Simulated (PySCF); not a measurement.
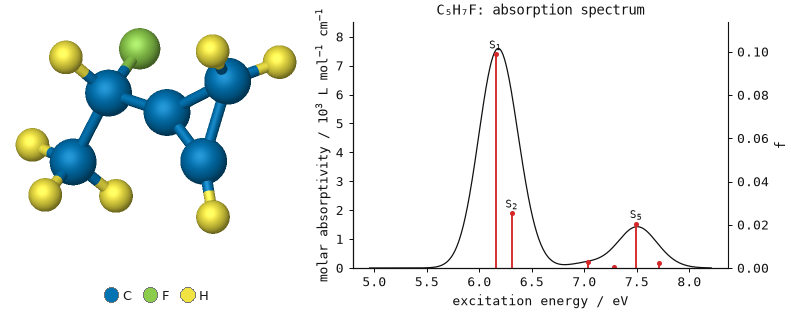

Computed absorption of C₅H₇F, SMILES C[C@H](F)C1=CC1. Vertical TDDFT excitations, PBE0/def2-SVPD in PySCF, at a GFN2-xTB geometry (no frequency check), gas phase. The lowest 6 singlet states are shown; each is broadened by a Gaussian of 1/e half-width 0.25 eV. Sticks give oscillator strengths (right axis).

Where is the maximum of the broadened curve, and how high is it?

Answer. At about 6.2 eV (201 nm), with ε near 7600 L mol⁻¹ cm⁻¹.

Which of the computed transitions is the brightest, and what character does the calculation give it?

Answer. S1 at 6.15 eV (201 nm), f = 0.099, mainly HOMO → LUMO (83 %).

List the transitions behind the spectrum.

Answer.
```tsv
state	E (eV)	λ (nm)	f	main character
S1	6.15	201	0.099	HOMO → LUMO (83 %)
S2	6.31	196	0.025	HOMO−1 → LUMO (85 %)
S3	7.04	176	0.003	HOMO → LUMO+1 (93 %)
S4	7.28	170	0.001	HOMO−2 → LUMO (85 %)
S5	7.50	165	0.020	HOMO → LUMO+2 (91 %)
S6	7.71	161	0.003	HOMO → LUMO+3 (91 %)
```

Known limits of this run: states above the negative HOMO energy depend on the basis; the tight-binding geometry is rougher than a DFT one and adds to the error; one conformer of a flexible molecule; core orbitals are frozen in the response.
